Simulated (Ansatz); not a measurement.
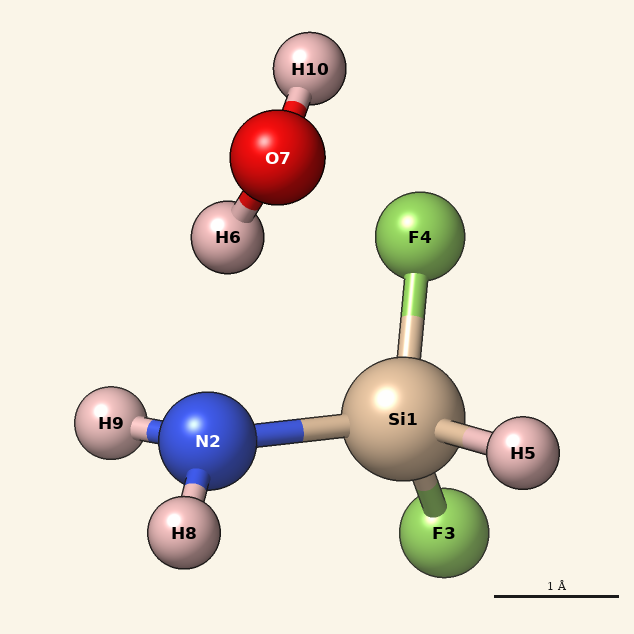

The computed structure is the end point of a PBE0-D4/def2-TZVP optimisation.

Which hydrogen bonds does the structure hold? Count O, N, F, S and Cl donors.

```json
{"D–H···A": "O7–H6···N2", "D–H (Å)": "0.97", "H···A (Å)": "2.13", "angle (°)": "159", "kind": "intermolecular"}
```
